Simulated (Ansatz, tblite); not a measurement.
# The cluster In₂Se₃: competing shapes, part 2 of 2

Aim: relax the candidate shapes of the cluster In₂Se₃ that a cheap search turned up, and see how the levels of theory order them.

Ansatz 0.2.0, Gaussian basis; relaxed with B3LYP-D4/def2-SVP, singlet.

## (12) Candidate B, ωB97X-V/def2-TZVP

in.yaml reads:

```yaml
crystal:
  periodic: [false, false, false]
  atoms:
    - {symbol: In, position_ang: [0.524971, 1.972504, -0.124114]}
    - {symbol: In, position_ang: [0.858007, -1.857869, 0.038451]}
    - {symbol: Se, position_ang: [-1.788570, -1.316022, 0.164218]}
    - {symbol: Se, position_ang: [-1.988752, 0.999437, 0.067768]}
    - {symbol: Se, position_ang: [2.394345, 0.201961, -0.146323]}
basis:
  gaussian: {orbitals: def2-TZVP, initial_orbitals: start.molden}
hamiltonian: {xc: {name: wB97X-V}}
scf: {omitted_lower_state_checks: [starts]}
output: {orbitals: {seedname: orbitals}}
```

Started as:

```sh
> ansatz run in.yaml --threads 4 --pin off --events-out ev --progress --plain --max-ram 4787MiB
```

The log of the run, cut to the lines that bear on the results:

```text
Functional definition: wB97X-V
  name "wB97X-V"
  cite "Mardirossian & Head-Gordon, Phys. Chem. Chem. Phys. 16, 9904 (2014) doi:10.1039/C3CP54374A"
  cite "Becke, J. Chem. Phys. 107, 8554 (1997) doi:10.1063/1.475007"
  cite "Vydrov & Van Voorhis, J. Chem. Phys. 133, 244103 (2010) doi:10.1063/1.3521275"
[...]
      + integral(e_c_pw_opposite_spin*poly(b97_u_opposite, cos0, cos1)) + vv10(b, c)
[...]
2131 factors; their error is unknown
342 factors; integrals over basis functions are off by at most 9.9e-5 eV
[...]
mean field -206380.91844790 eV, -7584.3588629496 hartree, gradient 2.1e-5 eV, S^2 0.000000; 0 other end points of the search recorded, 0 dependent functions left out
reference -206380.91844568 eV, -7584.3588628679 hartree; 72, 72 occupied and 172, 172 virtual orbitals, 2131 factors
Total energy: -206380.91844568 eV, -7584.3588628679 hartree
Checks for a lower state left out: starts
```

It took 26 s on 4 threads of Arm Neoverse V1, shared host; peak memory 1.4 GiB.

HOMO -7.81 eV, LUMO -2.77 eV.

## (13) Candidate B, CCSD(T)/def2-SVP

Changes to in.yaml since step 12:

```diff
@@ -9,4 +9,4 @@
 basis:
-  gaussian: {orbitals: def2-TZVP, initial_orbitals: start.molden}
-hamiltonian: {xc: {name: wB97X-V}}
+  gaussian: {orbitals: def2-SVP, initial_orbitals: start.molden}
+correlation: {method: ccsd_t}
 scf: {omitted_lower_state_checks: [starts]}
```

Launched as before.

The log of the run, cut to the lines that bear on the results:

```text
Functional definition: HF
  name "HF"
  cite "Fock, Z. Phys. 61, 126 (1930) doi:10.1007/BF01340294"
  parent pbe
[...]
1599 factors; integrals over basis functions are off by at most 8.8e-4 eV
[...]
mean field -206185.58868886 eV, -7577.1806267041 hartree, gradient 7.5e-6 eV, S^2 0.000000; 1 other end points of the search recorded, 0 dependent functions left out; unrestricted orbitals would lower it
[...]
determinant -206185.58868886 eV, -7577.1806267041 hartree, with singles and doubles -206209.28342595 eV, -7578.0513922311 hartree
determinant -206182.16865699 eV, -7577.0549428510 hartree, with singles and doubles -206206.28819778 eV, -7577.9413196260 hartree
35 core orbitals not correlated: weight in the atoms' cores, before any rotation towards them, 1.000 or more for the frozen orbitals, at most 0.000 for the correlated occupied ones
reference -206185.58868886 eV, -7577.1806267041 hartree; 37, 37 occupied and 76, 76 virtual orbitals, 1599 factors
second order -23.82412243 eV of doubles, -0.00000000 eV of singles
cycle   1  -23.69850986 eV  change   -3.8e-3 eV  update   2.5e-3
[...]
cycle   5  -23.69831153 eV  change   -8.9e-5 eV  update   8.9e-5
perturbative correction -1.10112526 eV, -0.0404656071 hartree
Total energy: -206210.38812566 eV, -7578.0919891966 hartree
Checks for a lower state left out: starts
```

Wall time 75 s (4 threads of Arm Neoverse V1, shared host); peak memory 1.2 GiB.

Report: Hartree-Fock HOMO -7.16 eV, LUMO -2.10 eV; T1 0.014. Doubts: restricted state is unstable towards broken spin symmetry.

## (14) Candidate C, GFN1-xTB

Tight binding, by tblite at 300 K electronic temperature and without a spin-polarisation term:

```python
tblite.interface.Calculator('GFN1-xTB', numbers, positions, charge=0, uhf=0).singlepoint()
```

Energy -359.4519 eV, HOMO -8.86 eV, LUMO -6.80 eV; 0.006 s.

## (15) Candidate C, GFN2-xTB

Tight binding, by tblite at 300 K electronic temperature and without a spin-polarisation term:

```python
tblite.interface.Calculator('GFN2-xTB', numbers, positions, charge=0, uhf=0).singlepoint()
```

Energy -330.0009 eV, HOMO -9.85 eV, LUMO -8.95 eV; 0.007 s.

## (16) Candidate C, PBE0-D4/def2-TZVP

in.yaml reads:

```yaml
crystal:
  periodic: [false, false, false]
  atoms:
    - {symbol: In, position_ang: [1.028105, -0.703772, -0.021686]}
    - {symbol: In, position_ang: [-2.345458, -0.083654, -0.433005]}
    - {symbol: Se, position_ang: [-0.565969, -2.364694, -0.778105]}
    - {symbol: Se, position_ang: [2.157699, 1.350437, 0.762512]}
    - {symbol: Se, position_ang: [-0.274376, 1.801683, 0.470284]}
basis:
  gaussian: {orbitals: def2-TZVP, initial_orbitals: start.molden}
hamiltonian: {xc: pbe0, dispersion: d4}
scf: {omitted_lower_state_checks: [starts]}
output: {orbitals: {seedname: orbitals}}
```

Launched as before.

The log of the run:

```text
Functional definition: PBE0
  name "PBE0"
  cite "Adamo & Barone, J. Chem. Phys. 110, 6158 (1999) doi:10.1063/1.478522"
  cite "Perdew, Burke & Ernzerhof, Phys. Rev. Lett. 77, 3865 (1996) doi:10.1103/PhysRevLett.77.3865"
  parent pbe
  parameter a = 0.25
  parameter kappa = 0.804
  parameter beta = 0.06672455060314922
  exchange = (1 - a)*pbe_x(kappa = kappa, mu = beta*pi^2/3) + a*exact_x
  correlation = pbe_c(beta = beta)
these checks for a lower state are left out or cut short: starts
2198 factors; their error is unknown
mean field evaluation 1: about -206375.4431 eV, gradient 2.0e2 eV
mean field evaluation 2: about -206376.8230 eV, gradient 4.1e0 eV
mean field evaluation 4: about -206378.2303 eV, gradient 7.0e-1 eV
mean field evaluation 8: about -206378.2308 eV, gradient 2.0e-5 eV
mean field -206378.23078632 eV, -7584.2600932083 hartree, gradient 2.0e-5 eV, S^2 0.000000; 0 other end points of the search recorded, 0 dependent functions left out
reference -206378.23081993 eV, -7584.2600944434 hartree; 72, 72 occupied and 172, 172 virtual orbitals, 2198 factors
Total energy: -206378.50819131 eV, -7584.2702876537 hartree
Checks for a lower state left out: starts
```

Wall time 12 s (4 threads of Arm Neoverse V1, shared host); peak memory 1.4 GiB.

Report: HOMO -6.15 eV, LUMO -2.92 eV.

## (17) Candidate C, PBE-D4/def2-TZVP

Changes to in.yaml since step 16:

```diff
@@ -10,4 +10,4 @@
   gaussian: {orbitals: def2-TZVP, initial_orbitals: start.molden}
-hamiltonian: {xc: pbe0, dispersion: d4}
+hamiltonian: {xc: pbe, dispersion: d4}
 scf: {omitted_lower_state_checks: [starts]}
-output: {orbitals: {seedname: orbitals}}
+output: {forces: true, orbitals: {seedname: orbitals}}
```

The command is unchanged.

The log of the run, cut to the lines that bear on the results:

```text
Functional definition: PBE
  name "PBE"
  cite "Perdew, Burke & Ernzerhof, Phys. Rev. Lett. 77, 3865 (1996) doi:10.1103/PhysRevLett.77.3865"
  parent pbe
[...]
1937 factors; their error is unknown
[...]
mean field -206372.42777858 eV, -7584.0468366072 hartree, gradient 1.3e-5 eV, S^2 0.000000; 0 other end points of the search recorded, 0 dependent functions left out
[...]
reference -206372.42782457 eV, -7584.0468382973 hartree; 72, 72 occupied and 172, 172 virtual orbitals, 1937 factors
Total energy: -206372.74556056 eV, -7584.0585148796 hartree
Atom 0 at     1.028105    -0.703772    -0.021686 Å, force    -0.174586     0.149176     0.010568 eV/Å
Atom 1 at    -2.345458    -0.083654    -0.433005 Å, force     0.258768    -0.009343     0.042402 eV/Å
Atom 2 at    -0.565969    -2.364694    -0.778105 Å, force     0.047945     0.203577     0.067782 eV/Å
Atom 3 at     2.157699     1.350437     0.762512 Å, force    -0.243225    -0.121189    -0.076052 eV/Å
Atom 4 at    -0.274376     1.801683     0.470284 Å, force     0.111097    -0.222221    -0.044700 eV/Å
Dipole moment:    -0.091732    -0.186617    -0.069235 e Å
Checks for a lower state left out: starts
```

Wall time 6.5 s (4 threads of Arm Neoverse V1, shared host).

From the report: HOMO -5.10 eV, LUMO -3.62 eV.

## (18) Candidate C, r2SCAN-D4/def2-TZVP

Changes to in.yaml since step 17:

```diff
@@ -10,4 +10,4 @@
   gaussian: {orbitals: def2-TZVP, initial_orbitals: start.molden}
-hamiltonian: {xc: pbe, dispersion: d4}
+hamiltonian: {xc: r2scan, dispersion: d4}
 scf: {omitted_lower_state_checks: [starts]}
-output: {forces: true, orbitals: {seedname: orbitals}}
+output: {orbitals: {seedname: orbitals}}
```

The command is unchanged.

The log of the run:

```text
Functional definition: r2SCAN
  name "r2SCAN"
  cite "Furness, Kaplan, Ning, Perdew & Sun, J. Phys. Chem. Lett. 11, 8208 (2020) doi:10.1021/acs.jpclett.0c02405"
  cite "Furness, Kaplan, Ning, Perdew & Sun, J. Phys. Chem. Lett. 11, 9248 (2020) doi:10.1021/acs.jpclett.0c03077"
  parent r2scan
  parameter k0 = 0.174
  parameter k1 = 0.065
  parameter a1 = 4.9479
  exchange = r2scan_x(k0 = k0, k1 = k1, a1 = a1)
  correlation = r2scan_c
these checks for a lower state are left out or cut short: starts
1937 factors; their error is unknown
mean field evaluation 1: about -206404.3614 eV, gradient 1.1e1 eV
mean field evaluation 2: about -206404.4525 eV, gradient 1.5e-1 eV
mean field evaluation 4: about -206404.3671 eV, gradient 5.6e-4 eV
mean field -206404.36707626 eV, -7585.2205841475 hartree, gradient 2.6e-5 eV, S^2 0.000000; 0 other end points of the search recorded, 0 dependent functions left out
reference -206404.36709018 eV, -7585.2205846591 hartree; 72, 72 occupied and 172, 172 virtual orbitals, 1937 factors
Total energy: -206404.42911833 eV, -7585.2228641517 hartree
Checks for a lower state left out: starts
```

Wall time 11 s (4 threads of Arm Neoverse V1, shared host).

From the report: HOMO -5.35 eV, LUMO -3.58 eV.

## (19) Candidate C, PBE-QIDH/def2-TZVP

Changes to in.yaml since step 18:

```diff
@@ -10,4 +10,3 @@
   gaussian: {orbitals: def2-TZVP, initial_orbitals: start.molden}
-hamiltonian: {xc: r2scan, dispersion: d4}
+hamiltonian: {xc: {name: PBE-QIDH}}
 scf: {omitted_lower_state_checks: [starts]}
-output: {orbitals: {seedname: orbitals}}
```

Same command.

The log of the run, cut to the lines that bear on the results:

```text
Functional definition: PBE-QIDH
  name "PBE-QIDH"
  cite "Brémond, Sancho-García, Pérez-Jiménez & Adamo, J. Chem. Phys. 141, 031101 (2014) doi:10.1063/1.4890314"
  cite "Perdew, Burke & Ernzerhof, Phys. Rev. Lett. 77, 3865 (1996) doi:10.1103/PhysRevLett.77.3865"
[...]
1959 factors; integrals over basis functions are off by at most 6.4e-4 eV
[...]
mean field -206327.21540324 eV, -7582.3853124594 hartree, gradient 5.7e-6 eV, S^2 0.000000; 0 other end points of the search recorded, 0 dependent functions left out
35 core orbitals not correlated: weight in the atoms' cores, before any rotation towards them, 1.000 or more for the frozen orbitals, at most 0.000 for the correlated occupied ones
reference -206327.21541645 eV, -7582.3853129451 hartree; 37, 37 occupied and 172, 172 virtual orbitals, 1959 factors
second order -41.33049816 eV of doubles, -0.00000000 eV of singles
Total energy: -206340.99224918 eV, -7582.8916022093 hartree
Checks for a lower state left out: starts
```

It took 17 s on 4 threads of Arm Neoverse V1, shared host; peak memory 0.97 GiB.

## (20) Candidate C, ωB97X-V/def2-TZVP

Changes to in.yaml since step 19:

```diff
@@ -10,3 +10,4 @@
   gaussian: {orbitals: def2-TZVP, initial_orbitals: start.molden}
-hamiltonian: {xc: {name: PBE-QIDH}}
+hamiltonian: {xc: {name: wB97X-V}}
 scf: {omitted_lower_state_checks: [starts]}
+output: {orbitals: {seedname: orbitals}}
```

Launched as before.

The log of the run, cut to the lines that bear on the results:

```text
Functional definition: wB97X-V
  name "wB97X-V"
  cite "Mardirossian & Head-Gordon, Phys. Chem. Chem. Phys. 16, 9904 (2014) doi:10.1039/C3CP54374A"
  cite "Becke, J. Chem. Phys. 107, 8554 (1997) doi:10.1063/1.475007"
  cite "Vydrov & Van Voorhis, J. Chem. Phys. 133, 244103 (2010) doi:10.1063/1.3521275"
[...]
      + integral(e_c_pw_opposite_spin*poly(b97_u_opposite, cos0, cos1)) + vv10(b, c)
[...]
2131 factors; their error is unknown
344 factors; integrals over basis functions are off by at most 8.1e-5 eV
[...]
mean field -206381.53512071 eV, -7584.3815252572 hartree, gradient 2.5e-5 eV, S^2 0.000000; 0 other end points of the search recorded, 0 dependent functions left out
reference -206381.53511853 eV, -7584.3815251771 hartree; 72, 72 occupied and 172, 172 virtual orbitals, 2131 factors
Total energy: -206381.53511853 eV, -7584.3815251771 hartree
Checks for a lower state left out: starts
```

Run time: 24 s. Hardware: 4 threads of Arm Neoverse V1, shared host; peak memory 1.3 GiB.

HOMO -8.33 eV, LUMO -1.09 eV.

## (21) Candidate C, CCSD(T)/def2-SVP

Changes to in.yaml since step 20:

```diff
@@ -9,4 +9,4 @@
 basis:
-  gaussian: {orbitals: def2-TZVP, initial_orbitals: start.molden}
-hamiltonian: {xc: {name: wB97X-V}}
+  gaussian: {orbitals: def2-SVP, initial_orbitals: start.molden}
+correlation: {method: ccsd_t}
 scf: {omitted_lower_state_checks: [starts]}
```

The command is unchanged.

The log of the run, cut to the lines that bear on the results:

```text
Functional definition: HF
  name "HF"
  cite "Fock, Z. Phys. 61, 126 (1930) doi:10.1007/BF01340294"
  parent pbe
[...]
1599 factors; integrals over basis functions are off by at most 8.6e-4 eV
[...]
mean field -206186.36011671 eV, -7577.2089761546 hartree, gradient 1.3e-6 eV, S^2 0.000000; 0 other end points of the search recorded, 0 dependent functions left out
35 core orbitals not correlated: weight in the atoms' cores, before any rotation towards them, 1.000 or more for the frozen orbitals, at most 0.000 for the correlated occupied ones
reference -206186.36011671 eV, -7577.2089761546 hartree; 37, 37 occupied and 76, 76 virtual orbitals, 1599 factors
second order -22.99545176 eV of doubles, -0.00000000 eV of singles
cycle   1  -22.44340019 eV  change    5.5e-1 eV  update   1.4e-1
[...]
cycle  10  -23.21800522 eV  change    5.4e-5 eV  update   6.0e-5
perturbative correction -0.91727169 eV, -0.0337091128 hartree
Total energy: -206210.49539361 eV, -7578.0959312214 hartree
Checks for a lower state left out: starts
```

Wall time 59 s (4 threads of Arm Neoverse V1, shared host); peak memory 1.2 GiB.

From the report: Hartree-Fock HOMO -8.20 eV, LUMO -0.06 eV; T1 0.013.

## (22) B against A

The energies of A at these levels come from its own runs, whose logs aren't repeated here.

Differences are taken before rounding.

| method | B above A (eV) | from CCSD(T)/def2-SVP (eV) | time |
| --- | --- | --- | --- |
| GFN1-xTB | 0.673 | +0.419 | 0.012 s |
| GFN2-xTB | 0.833 | +0.578 | 0.012 s |
| HF/def2-SVP | 0.958 | +0.704 |  |
| PBE-D4/def2-TZVP | 0.326 | +0.072 | 11 s |
| r2SCAN-D4/def2-TZVP | 0.196 | -0.058 | 22 s |
| PBE0-D4/def2-TZVP | 0.424 | +0.170 | 29 s |
| ωB97X-V/def2-TZVP | 0.778 | +0.523 | 51 s |
| PBE-QIDH/def2-TZVP | 0.335 | +0.081 | 63 s |
| MP2/def2-SVP | -0.025 | -0.280 |  |
| CCSD/def2-SVP | 0.469 | +0.214 |  |
| CCSD(T)/def2-SVP | 0.254 | 0 | 2.3 min |

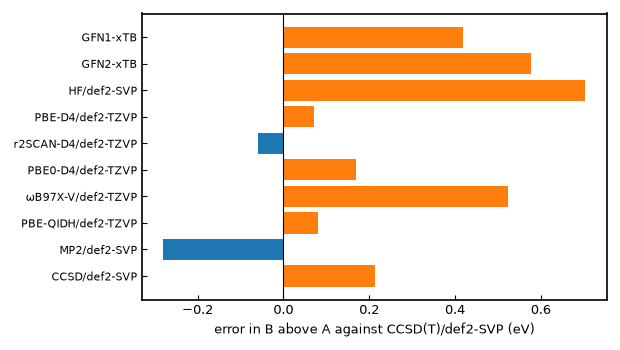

Error of each method against CCSD(T)/def2-SVP.

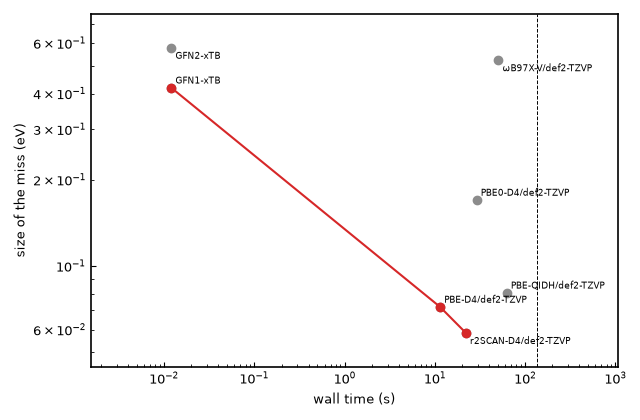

Accuracy for the time spent; red marks the levels that beat every quicker one drawn (of those quicker than the yardstick), and the dashed line is the time of CCSD(T)/def2-SVP. Times are from a shared host.

Times add the two runs; a level without a time comes out of a correlated run. The closed-shell reference under CCSD(T)/def2-SVP is unstable towards broken spin symmetry, which adds to the doubt on it.

## (23) C against A

The energies of A at these levels come from its own runs, whose logs aren't repeated here.

```csv
method,C above A (eV),from CCSD(T)/def2-SVP (eV),time
GFN1-xTB,0.660,+0.513,0.012 s
GFN2-xTB,1.100,+0.953,0.013 s
HF/def2-SVP,0.187,+0.040,
PBE-D4/def2-TZVP,0.367,+0.220,11 s
r2SCAN-D4/def2-TZVP,0.129,-0.018,22 s
PBE0-D4/def2-TZVP,0.250,+0.103,26 s
ωB97X-V/def2-TZVP,0.161,+0.014,49 s
PBE-QIDH/def2-TZVP,0.085,-0.062,64 s
MP2/def2-SVP,0.032,-0.115,
CCSD/def2-SVP,0.178,+0.031,
CCSD(T)/def2-SVP,0.147,0,2 min
```

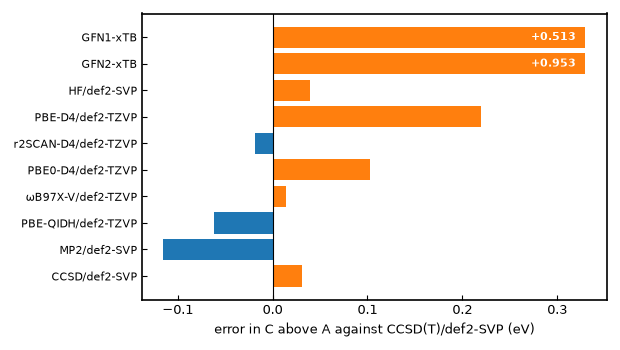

Deviations from CCSD(T)/def2-SVP, method by method. Bars with a number in them are cut short.

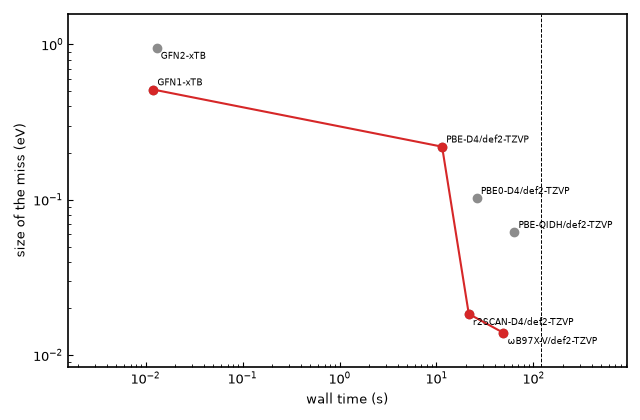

Accuracy for the time spent; red marks the levels that beat every quicker one drawn (of those quicker than the yardstick), and the dashed line is the time of CCSD(T)/def2-SVP. Times are from a shared host.

Times add the two runs; a level without a time comes out of a correlated run.

## (24) Results

This closing draws on all 2 parts.

| quantity | value |
| --- | --- |
| B above A, CCSD(T)/def2-SVP | +0.254 eV |
| levels that put B lower | MP2/def2-SVP |
| C above A, CCSD(T)/def2-SVP | +0.147 eV |
| levels that put C lower | none |

**Reading.** The levels disagree on B and A: 1 of 11 put B lower. The yardstick is in a double-zeta basis, so levels in larger sets aren't compared like for like. CCSD(T)/def2-SVP isn't at the basis-set limit; small misses against it rank nothing. All levels free of doubt put A (Cs) below C (Cs), by 0.032 to 1.100 eV. The reference is CCSD(T) in one finite basis, so it carries an error of its own, often a tenth of an eV or more, and near misses can't be ranked. The search was small, so a lower isomer may exist. Only singlets are compared; another spin may lie lower and prefer another shape.
